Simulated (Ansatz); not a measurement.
# SnH₃F + HCl: a complex and its separated parts

Aim: how far the complex at one end of a reaction step lies below its separated, relaxed parts, level by level.

The runs use Ansatz 0.2.0, Gaussian basis; PBE0-D4/def2-TZVP structures, single points in def2-TZVPP, no counterpoise correction.

Levels: SPW92, PBE-D4, BLYP-D4, r2SCAN-D4, B97M-V, PBE0-D4, B3LYP-D4, r2SCAN0-D4, BHLYP-D4, CAM-B3LYP-D4, wB97X-V, wB97M-V, B2PLYP, PBE-QIDH, RPA on PBE, Hartree-Fock, MP2, CCSD, CCSD(T).

Cores are frozen in the correlated methods. Filled d shells of the heavier atoms are correlated. Core potentials replace the inner electrons past krypton, and spin-orbit coupling is left out. B3LYP uses VWN-RPA correlation. B2PLYP carries no dispersion term here.

88 further runs of the same task are left out: 88 set aside as unsound or not needed.

### 1 Starting geometry

The complex: 7 atoms, charge 0, spin multiplicity 1.

Atoms are counted from 1 here; the program's logs count them from 0.

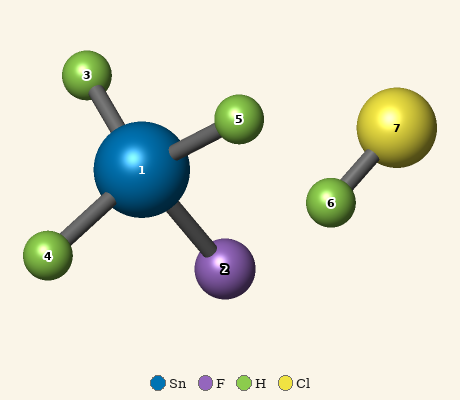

As it starts; tin blue, fluorine purple, hydrogen green, chlorine yellow; atoms are numbered from 1 in the order of the file.

As a file:

```xyz
7
charge 0, multiplicity 1
Sn   -1.07623   -0.22522    0.08101
F     0.62571   -0.26265    1.03416
H    -0.80559   -1.21755   -1.26755
H    -2.16150   -0.86200    1.22090
H    -1.30415    1.41851   -0.26967
H     2.00177    0.33272    0.08495
Cl    2.72008    0.81608   -0.88380
```

Its parts: SnH₃F holds atoms 1, 2, 3, 4, 5; HCl holds atoms 6, 7. Each part counts its atoms afresh in its own runs.

### 2 Relaxing SnH₃F alone

The input, relax-a/in.yaml:

```yaml
crystal:
  periodic: [false, false, false]
  atoms:
    - {symbol: Sn, position_ang: [-1.076226, -0.225217, 0.081009]}
    - {symbol: F, position_ang: [0.625714, -0.262648, 1.034156]}
    - {symbol: H, position_ang: [-0.805587, -1.217548, -1.267553]}
    - {symbol: H, position_ang: [-2.161496, -0.861999, 1.220903]}
    - {symbol: H, position_ang: [-1.304155, 1.418512, -0.269666]}
basis:
  gaussian: {orbitals: def2-TZVP}
hamiltonian: {xc: pbe0, dispersion: d4}
relax: {f_tol: 0.005, max_steps: 200}
```

Started as:

```console
$ ansatz run in.yaml --threads 4 --pin off --events-out ev --progress --plain --max-ram 9574MiB
```

The program printed (excerpt; [...] marks lines left out):

```text
Functional definition: PBE0
  name "PBE0"
  cite "Adamo & Barone, J. Chem. Phys. 110, 6158 (1999) doi:10.1063/1.478522"
  cite "Perdew, Burke & Ernzerhof, Phys. Rev. Lett. 77, 3865 (1996) doi:10.1103/PhysRevLett.77.3865"
  parent pbe
[...]
749 factors; their error is unknown
[...]
mean field -8596.07655849 eV, -315.8999868946 hartree, gradient 3.5e-5 eV, S^2 0.000000; 0 other end points of the search recorded, 0 dependent functions left out
[...]
reference -8596.07658989 eV, -315.8999880485 hartree; 17, 17 occupied and 82, 82 virtual orbitals, 749 factors
[...]
reference -8596.08676380 eV, -315.9003619329 hartree; 17, 17 occupied and 82, 82 virtual orbitals, 749 factors
Total energy: -8596.13423528 eV, -315.9021064773 hartree
Atom 0 at    -1.054269    -0.227629     0.099073 Å, force     0.000030    -0.000678     0.001977 eV/Å
Atom 1 at     0.631431    -0.260421     1.029536 Å, force    -0.000260     0.000012    -0.000165 eV/Å
Atom 2 at    -0.813708    -1.211761    -1.266724 Å, force     0.000214    -0.000918    -0.001225 eV/Å
Atom 3 at    -2.174583    -0.860621     1.211037 Å, force     0.000250     0.000159    -0.000292 eV/Å
Atom 4 at    -1.310621     1.411531    -0.274074 Å, force    -0.000234     0.001425    -0.000296 eV/Å
Dipole moment:    -0.498336     0.009715    -0.275112 e Å
```

Wall time 3.2 s (4 threads of Arm Neoverse V1, shared host).

Relaxation path:

```tsv
step	energy from step 1 (eV)	largest force component (eV/Å)
1	0.0000	0.5707
2	-0.0085	0.1378
3	-0.0102	0.0474
4	-0.0103	0.0020
```

Close pairs (by a distance rule), those that changed most:

```tsv
bond	before (Å)	after (Å)	change (Å)
Sn1–F2	1.951	1.926	-0.025
Sn1–H3	1.696	1.701	+0.004
Sn1–H5	1.696	1.701	+0.004
Sn1–H4	1.698	1.701	+0.003
```

### 3 Relaxing HCl alone

The input, relax-b/in.yaml:

```yaml
crystal:
  periodic: [false, false, false]
  atoms:
    - {symbol: H, position_ang: [2.001774, 0.332721, 0.084952]}
    - {symbol: Cl, position_ang: [2.720075, 0.816079, -0.883801]}
basis:
  gaussian: {orbitals: def2-TZVP}
hamiltonian: {xc: pbe0, dispersion: d4}
relax: {f_tol: 0.005, max_steps: 200}
```

Started as:

```console
$ ansatz run in.yaml --threads 4 --pin off --events-out ev --progress --plain --max-ram 9574MiB
```

The program printed (excerpt; [...] marks lines left out):

```text
[... 5 set-up lines as earlier in the session ...]
[...]
312 factors; their error is unknown
[...]
mean field -12535.30995667 eV, -460.6641441695 hartree, gradient 4.2e-5 eV, S^2 0.000000; 0 other end points of the search recorded, 0 dependent functions left out
[...]
reference -12535.31647354 eV, -460.6643836601 hartree; 9, 9 occupied and 34, 34 virtual orbitals, 312 factors
Total energy: -12535.32105152 eV, -460.6645518978 hartree
Atom 0 at     2.007385     0.336497     0.077385 Å, force     0.001633     0.001099    -0.002203 eV/Å
Atom 1 at     2.714464     0.812303    -0.876234 Å, force    -0.001633    -0.001099     0.002203 eV/Å
Dipole moment:    -0.145198    -0.097707     0.195825 e Å
```

It took 0.65 s on 4 threads of Arm Neoverse V1, shared host.

The steps of the relaxation:

```tsv
step	energy from step 1 (eV)	largest force component (eV/Å)
1	0.0000	0.4657
2	-0.0054	0.1906
3	-0.0065	0.0065
4	-0.0065	0.0022
```

The bond:

```tsv
bond	before (Å)	after (Å)	change (Å)
H1–Cl2	1.299	1.279	-0.020
```

### 4 SPW92/def2-TZVPP

The input, parta/in.yaml:

```yaml
crystal:
  periodic: [false, false, false]
  atoms:
    - {symbol: Sn, position_ang: [-1.054269, -0.227629, 0.099073]}
    - {symbol: F, position_ang: [0.631431, -0.260421, 1.029536]}
    - {symbol: H, position_ang: [-0.813708, -1.211761, -1.266724]}
    - {symbol: H, position_ang: [-2.174583, -0.860621, 1.211037]}
    - {symbol: H, position_ang: [-1.310621, 1.411531, -0.274074]}
basis:
  gaussian: {orbitals: def2-TZVPP}
hamiltonian: {xc: lda}
```

The input, partb/in.yaml:

```yaml
crystal:
  periodic: [false, false, false]
  atoms:
    - {symbol: H, position_ang: [2.007385, 0.336497, 0.077385]}
    - {symbol: Cl, position_ang: [2.714464, 0.812303, -0.876234]}
basis:
  gaussian: {orbitals: def2-TZVPP}
hamiltonian: {xc: lda}
```

One command serves all of them, each in its own folder.

Started as:

```console
$ ansatz run in.yaml --threads 4 --pin off --events-out ev --progress --plain --max-ram 9574MiB
```

Output in parta (excerpt; [...] marks lines left out):

```text
Functional definition: SPW92
  name "SPW92"
  cite "Dirac, Proc. Camb. Phil. Soc. 26, 376 (1930) doi:10.1017/S0305004100016108"
  cite "Slater, Phys. Rev. 81, 385 (1951) doi:10.1103/PhysRev.81.385"
  cite "Perdew & Wang, Phys. Rev. B 45, 13244 (1992) doi:10.1103/PhysRevB.45.13244"
[...]
721 factors; their error is unknown
[...]
mean field -8571.22547463 eV, -314.9867264074 hartree, gradient 1.8e-5 eV, S^2 0.000000; 0 other end points of the search recorded, 0 dependent functions left out
reference -8571.22551427 eV, -314.9867278640 hartree; 17, 17 occupied and 106, 106 virtual orbitals, 721 factors
Total energy: -8571.22551427 eV, -314.9867278640 hartree
```

partb printed (excerpt; [...] marks lines left out):

```text
[... 5 set-up lines as earlier in the session ...]
[...]
353 factors; their error is unknown
[...]
mean field -12498.56391649 eV, -459.3137521000 hartree, gradient 5.7e-5 eV, S^2 0.000000; 0 other end points of the search recorded, 0 dependent functions left out
reference -12498.56393590 eV, -459.3137528133 hartree; 9, 9 occupied and 47, 47 virtual orbitals, 353 factors
Total energy: -12498.56393590 eV, -459.3137528133 hartree
```

Wall times: 0.4 s (parta), 0.15 s (partb) on 4 threads of Arm Neoverse V1, shared host.

### 5 PBE-D4/def2-TZVPP

The same edit goes into each in.yaml of step 4 (parta, partb):

```diff
-hamiltonian: {xc: lda}
+hamiltonian: {xc: pbe, dispersion: d4}
```

One command serves all of them, each in its own folder.

Started as:

```console
$ ansatz run in.yaml --threads 4 --pin off --events-out ev --progress --plain --max-ram 9574MiB
```

Output in parta (excerpt; [...] marks lines left out):

```text
Functional definition: PBE
  name "PBE"
[... 2 set-up lines as earlier in the session ...]
[...]
721 factors; their error is unknown
[...]
mean field -8595.77544274 eV, -315.8889210950 hartree, gradient 1.4e-5 eV, S^2 0.000000; 0 other end points of the search recorded, 0 dependent functions left out
reference -8595.77548592 eV, -315.8889226816 hartree; 17, 17 occupied and 106, 106 virtual orbitals, 721 factors
Total energy: -8595.83263235 eV, -315.8910227744 hartree
```

Output in partb (excerpt; [...] marks lines left out):

```text
[... 4 set-up lines as earlier in the session ...]
[...]
353 factors; their error is unknown
[...]
mean field -12534.30966026 eV, -460.6273839543 hartree, gradient 8.1e-5 eV, S^2 0.000000; 0 other end points of the search recorded, 0 dependent functions left out
reference -12534.30968117 eV, -460.6273847227 hartree; 9, 9 occupied and 47, 47 virtual orbitals, 353 factors
Total energy: -12534.31534242 eV, -460.6275927699 hartree
```

Times: 0.55 s (parta), 0.15 s (partb) on 4 threads of Arm Neoverse V1, shared host.

### 6 BLYP-D4/def2-TZVPP

Each input of step 5 (parta, partb) changes in the same lines:

```diff
-hamiltonian: {xc: pbe, dispersion: d4}
+hamiltonian: {xc: {name: BLYP}, dispersion: d4}
```

Each run has its own folder and the same command.

Started as:

```console
$ ansatz run in.yaml --threads 4 --pin off --events-out ev --progress --plain --max-ram 9574MiB
```

Output in parta (excerpt; [...] marks lines left out):

```text
Functional definition: BLYP
  name "BLYP"
  cite "Becke, Phys. Rev. A 38, 3098 (1988) doi:10.1103/PhysRevA.38.3098"
  cite "Lee, Yang & Parr, Phys. Rev. B 37, 785 (1988) doi:10.1103/PhysRevB.37.785"
[...]
721 factors; their error is unknown
[...]
mean field -8596.86361060 eV, -315.9289105260 hartree, gradient 1.3e-5 eV, S^2 0.000000; 0 other end points of the search recorded, 0 dependent functions left out
reference -8596.86392943 eV, -315.9289222427 hartree; 17, 17 occupied and 106, 106 virtual orbitals, 721 factors
Total energy: -8596.99120278 eV, -315.9335994522 hartree
```

partb printed (excerpt; [...] marks lines left out):

```text
[... 4 set-up lines as earlier in the session ...]
[...]
353 factors; their error is unknown
[...]
mean field -12539.38864248 eV, -460.8140331082 hartree, gradient 4.5e-5 eV, S^2 0.000000; 0 other end points of the search recorded, 0 dependent functions left out
reference -12539.38884680 eV, -460.8140406170 hartree; 9, 9 occupied and 47, 47 virtual orbitals, 353 factors
Total energy: -12539.40233617 eV, -460.8145363419 hartree
```

Times: 0.6 s (parta), 0.15 s (partb) on 4 threads of Arm Neoverse V1, shared host.

### 7 r2SCAN-D4/def2-TZVPP

The same edit goes into each in.yaml of step 6 (parta, partb):

```diff
-hamiltonian: {xc: {name: BLYP}, dispersion: d4}
+hamiltonian: {xc: r2scan, dispersion: d4}
```

The same command starts each run, in its folder.

Started as:

```console
$ ansatz run in.yaml --threads 4 --pin off --events-out ev --progress --plain --max-ram 9574MiB
```

Output in parta (excerpt; [...] marks lines left out):

```text
Functional definition: r2SCAN
  name "r2SCAN"
  cite "Furness, Kaplan, Ning, Perdew & Sun, J. Phys. Chem. Lett. 11, 8208 (2020) doi:10.1021/acs.jpclett.0c02405"
  cite "Furness, Kaplan, Ning, Perdew & Sun, J. Phys. Chem. Lett. 11, 9248 (2020) doi:10.1021/acs.jpclett.0c03077"
  parent r2scan
[...]
721 factors; their error is unknown
[...]
mean field -8599.70336128 eV, -316.0332694389 hartree, gradient 1.8e-5 eV, S^2 0.000000; 0 other end points of the search recorded, 0 dependent functions left out
reference -8599.70337393 eV, -316.0332699034 hartree; 17, 17 occupied and 106, 106 virtual orbitals, 721 factors
Total energy: -8599.71591991 eV, -316.0337309600 hartree
```

partb printed (excerpt; [...] marks lines left out):

```text
[... 5 set-up lines as earlier in the session ...]
[...]
353 factors; their error is unknown
[...]
mean field -12538.62224961 eV, -460.7858686897 hartree, gradient 3.1e-5 eV, S^2 0.000000; 0 other end points of the search recorded, 0 dependent functions left out
reference -12538.62225494 eV, -460.7858688855 hartree; 9, 9 occupied and 47, 47 virtual orbitals, 353 factors
Total energy: -12538.62352091 eV, -460.7859154091 hartree
```

They took 1.3 s (parta), 0.5 s (partb) on 4 threads of Arm Neoverse V1, shared host.

### 8 B97M-V/def2-TZVPP

The same edit goes into each in.yaml of step 7 (parta, partb):

```diff
-hamiltonian: {xc: r2scan, dispersion: d4}
+hamiltonian: {xc: {name: B97M-V}}
```

Each run has its own folder and the same command.

Started as:

```console
$ ansatz run in.yaml --threads 4 --pin off --events-out ev --progress --plain --max-ram 9574MiB
```

parta printed (excerpt; [...] marks lines left out):

```text
Functional definition: B97M-V
  name "B97M-V"
  cite "Mardirossian & Head-Gordon, J. Chem. Phys. 142, 074111 (2015) doi:10.1063/1.4907719"
  cite "Becke, J. Chem. Phys. 107, 8554 (1997) doi:10.1063/1.475007"
  cite "Vydrov & Van Voorhis, J. Chem. Phys. 133, 244103 (2010) doi:10.1063/1.3521275"
  # Of w^i u^j: cxij and so on, Table III.
[...]
  gx(w, u) = cx00 + cx01*u + cx02*u^2 + (cx10 + cx11*u)*w
[...]
  gos(w, u) = cos00 + cos01*u + cos03*u^3 + cos10*w + cos32*w^3*u^2
[...]
      + integral(e_c_pw_mod_opposite_spin*gos(b97_w_opposite, b97_u_opposite)) + vv10(b, c)
721 factors; their error is unknown
[...]
mean field -8597.90066992 eV, -315.9670217533 hartree, gradient 5.0e-5 eV, S^2 0.000000; 0 other end points of the search recorded, 0 dependent functions left out
reference -8597.90073259 eV, -315.9670240561 hartree; 17, 17 occupied and 106, 106 virtual orbitals, 721 factors
Total energy: -8597.90073259 eV, -315.9670240561 hartree
```

partb printed (excerpt; [...] marks lines left out):

```text
[... 5 set-up lines as earlier in the session ...]
  # Of w^i u^j: cxij and so on, Table III.
[...]
  gx(w, u) = cx00 + cx01*u + cx02*u^2 + (cx10 + cx11*u)*w
[...]
  gos(w, u) = cos00 + cos01*u + cos03*u^3 + cos10*w + cos32*w^3*u^2
[...]
      + integral(e_c_pw_mod_opposite_spin*gos(b97_w_opposite, b97_u_opposite)) + vv10(b, c)
353 factors; their error is unknown
[...]
mean field -12536.22646295 eV, -460.6978251541 hartree, gradient 1.2e-5 eV, S^2 0.000000; 0 other end points of the search recorded, 0 dependent functions left out
reference -12536.22649108 eV, -460.6978261878 hartree; 9, 9 occupied and 47, 47 virtual orbitals, 353 factors
Total energy: -12536.22649108 eV, -460.6978261878 hartree
```

They took 2.2 s (parta), 0.4 s (partb) on 4 threads of Arm Neoverse V1, shared host.

### 9 PBE0-D4/def2-TZVPP

The same edit goes into each in.yaml of step 8 (parta, partb):

```diff
-hamiltonian: {xc: {name: B97M-V}}
+hamiltonian: {xc: pbe0, dispersion: d4}
+output: {orbitals: {seedname: orbitals}}
```

The same command starts each run, in its folder.

Started as:

```console
$ ansatz run in.yaml --threads 4 --pin off --events-out ev --progress --plain --max-ram 9574MiB
```

Output in parta (excerpt; [...] marks lines left out):

```text
[... 5 set-up lines as earlier in the session ...]
[...]
794 factors; their error is unknown
[...]
mean field -8596.10258190 eV, -315.9009432374 hartree, gradient 5.1e-5 eV, S^2 0.000000; 0 other end points of the search recorded, 0 dependent functions left out
reference -8596.10261158 eV, -315.9009443278 hartree; 17, 17 occupied and 106, 106 virtual orbitals, 794 factors
Total energy: -8596.15008305 eV, -315.9026888723 hartree
```

partb printed (excerpt; [...] marks lines left out):

```text
[... 5 set-up lines as earlier in the session ...]
[...]
384 factors; their error is unknown
[...]
mean field -12535.34597249 eV, -460.6654677265 hartree, gradient 3.7e-5 eV, S^2 0.000000; 0 other end points of the search recorded, 0 dependent functions left out
reference -12535.34598814 eV, -460.6654683014 hartree; 9, 9 occupied and 47, 47 virtual orbitals, 384 factors
Total energy: -12535.35056612 eV, -460.6656365391 hartree
```

Wall times: 0.65 s (parta), 0.15 s (partb) on 4 threads of Arm Neoverse V1, shared host.

### 10 B3LYP-D4/def2-TZVPP

Each input of step 9 (parta, partb) changes in the same lines:

```diff
-hamiltonian: {xc: pbe0, dispersion: d4}
-output: {orbitals: {seedname: orbitals}}
+hamiltonian: {xc: {name: B3LYP}, dispersion: d4}
```

Each run has its own folder and the same command.

Started as:

```console
$ ansatz run in.yaml --threads 4 --pin off --events-out ev --progress --plain --max-ram 9574MiB
```

parta printed (excerpt; [...] marks lines left out):

```text
Functional definition: B3LYP
  name "B3LYP"
  cite "Stephens, Devlin, Chabalowski & Frisch, J. Phys. Chem. 98, 11623 (1994) doi:10.1021/j100096a001"
[... 2 set-up lines as earlier in the session ...]
  cite "Vosko, Wilk & Nusair, Can. J. Phys. 58, 1200 (1980) doi:10.1139/p80-159"
[...]
765 factors; their error is unknown
[...]
mean field -8600.84264283 eV, -316.0751372635 hartree, gradient 6.2e-5 eV, S^2 0.000000; 0 other end points of the search recorded, 0 dependent functions left out
reference -8600.84287267 eV, -316.0751457100 hartree; 17, 17 occupied and 106, 106 virtual orbitals, 765 factors
Total energy: -8600.93638515 eV, -316.0785822300 hartree
```

Log of partb (excerpt; [...] marks lines left out):

```text
[... 6 set-up lines as earlier in the session ...]
[...]
372 factors; their error is unknown
[...]
mean field -12539.99363799 eV, -460.8362662833 hartree, gradient 4.5e-5 eV, S^2 0.000000; 0 other end points of the search recorded, 0 dependent functions left out
reference -12539.99379005 eV, -460.8362718713 hartree; 9, 9 occupied and 47, 47 virtual orbitals, 372 factors
Total energy: -12540.00297682 eV, -460.8366094787 hartree
```

Times: 0.7 s (parta), 0.2 s (partb) on 4 threads of Arm Neoverse V1, shared host.

### 11 r2SCAN0-D4/def2-TZVPP

The same edit goes into each in.yaml of step 10 (parta, partb):

```diff
-hamiltonian: {xc: {name: B3LYP}, dispersion: d4}
+hamiltonian: {xc: {name: r2SCAN0}, dispersion: d4}
```

One command serves all of them, each in its own folder.

Started as:

```console
$ ansatz run in.yaml --threads 4 --pin off --events-out ev --progress --plain --max-ram 9574MiB
```

Log of parta (excerpt; [...] marks lines left out):

```text
Functional definition: r2SCAN0
  name "r2SCAN0"
  cite "Bursch, Neugebauer, Ehlert & Grimme, J. Chem. Phys. 156, 134105 (2022) doi:10.1063/5.0086040"
[... 3 set-up lines as earlier in the session ...]
[...]
794 factors; their error is unknown
[...]
mean field -8598.54064112 eV, -315.9905402610 hartree, gradient 1.9e-5 eV, S^2 0.000000; 0 other end points of the search recorded, 0 dependent functions left out
reference -8598.54065078 eV, -315.9905406161 hartree; 17, 17 occupied and 106, 106 virtual orbitals, 794 factors
Total energy: -8598.55565308 eV, -315.9910919405 hartree
```

Log of partb (excerpt; [...] marks lines left out):

```text
[... 6 set-up lines as earlier in the session ...]
[...]
384 factors; their error is unknown
[...]
mean field -12538.53745184 eV, -460.7827524294 hartree, gradient 4.6e-6 eV, S^2 0.000000; 0 other end points of the search recorded, 0 dependent functions left out
reference -12538.53745610 eV, -460.7827525857 hartree; 9, 9 occupied and 47, 47 virtual orbitals, 384 factors
Total energy: -12538.53890964 eV, -460.7828060025 hartree
```

They took 1.4 s (parta), 0.5 s (partb) on 4 threads of Arm Neoverse V1, shared host.

### 12 BHLYP-D4/def2-TZVPP

The same edit goes into each in.yaml of step 11 (parta, partb):

```diff
-hamiltonian: {xc: {name: r2SCAN0}, dispersion: d4}
+hamiltonian: {xc: {name: BHLYP}, dispersion: d4}
```

Each run has its own folder and the same command.

Started as:

```console
$ ansatz run in.yaml --threads 4 --pin off --events-out ev --progress --plain --max-ram 9574MiB
```

parta printed (excerpt; [...] marks lines left out):

```text
Functional definition: BHLYP
  name "BHLYP"
  cite "Becke, J. Chem. Phys. 98, 1372 (1993) doi:10.1063/1.464304"
[... 2 set-up lines as earlier in the session ...]
[...]
836 factors; their error is unknown
[...]
mean field -8595.72529526 eV, -315.8870782088 hartree, gradient 1.9e-5 eV, S^2 0.000000; 0 other end points of the search recorded, 0 dependent functions left out
reference -8595.72544457 eV, -315.8870836961 hartree; 17, 17 occupied and 106, 106 virtual orbitals, 836 factors
Total energy: -8595.79963619 eV, -315.8898101878 hartree
```

Output in partb (excerpt; [...] marks lines left out):

```text
[... 5 set-up lines as earlier in the session ...]
[...]
403 factors; their error is unknown
[...]
mean field -12539.47112371 eV, -460.8170642377 hartree, gradient 2.7e-5 eV, S^2 0.000000; 0 other end points of the search recorded, 0 dependent functions left out
reference -12539.47122721 eV, -460.8170680413 hartree; 9, 9 occupied and 47, 47 virtual orbitals, 403 factors
Total energy: -12539.47727373 eV, -460.8172902464 hartree
```

Times: 0.76 s (parta), 0.2 s (partb) on 4 threads of Arm Neoverse V1, shared host.

### 13 CAM-B3LYP-D4/def2-TZVPP

Each input of step 12 (parta, partb) changes in the same lines:

```diff
-hamiltonian: {xc: {name: BHLYP}, dispersion: d4}
+hamiltonian: {xc: {name: CAM-B3LYP}, dispersion: d4}
```

One command serves all of them, each in its own folder.

Started as:

```console
$ ansatz run in.yaml --threads 4 --pin off --events-out ev --progress --plain --max-ram 9574MiB
```

Log of parta (excerpt; [...] marks lines left out):

```text
Functional definition: CAM-B3LYP
  name "CAM-B3LYP"
  cite "Yanai, Tew & Handy, Chem. Phys. Lett. 393, 51 (2004) doi:10.1016/j.cplett.2004.06.011"
  cite "Iikura, Tsuneda, Yanai & Hirao, J. Chem. Phys. 115, 3540 (2001) doi:10.1063/1.1383587"
[... 2 set-up lines as earlier in the session ...]
[...]
  # Exact exchange under (alpha + beta erf(omega r))/r, Becke's under what is left of 1/r.
[...]
765 factors; their error is unknown
177 factors; integrals over basis functions are off by at most 1.5e-5 eV
[...]
mean field -8597.67317688 eV, -315.9586615381 hartree, gradient 2.9e-5 eV, S^2 0.000000; 0 other end points of the search recorded, 0 dependent functions left out
reference -8597.67328857 eV, -315.9586656425 hartree; 17, 17 occupied and 106, 106 virtual orbitals, 765 factors
Total energy: -8597.72137483 eV, -315.9604327801 hartree
```

Output in partb (excerpt; [...] marks lines left out):

```text
[... 6 set-up lines as earlier in the session ...]
[...]
  # Exact exchange under (alpha + beta erf(omega r))/r, Becke's under what is left of 1/r.
[...]
372 factors; their error is unknown
66 factors; integrals over basis functions are off by at most 7.5e-5 eV
[...]
mean field -12539.88293448 eV, -460.8321980042 hartree, gradient 2.6e-5 eV, S^2 0.000000; 0 other end points of the search recorded, 0 dependent functions left out
reference -12539.88300876 eV, -460.8322007338 hartree; 9, 9 occupied and 47, 47 virtual orbitals, 372 factors
Total energy: -12539.88749046 eV, -460.8323654336 hartree
```

Wall times: 0.86 s (parta), 0.25 s (partb) on 4 threads of Arm Neoverse V1, shared host.

(Part 1 of 2 ends here.)
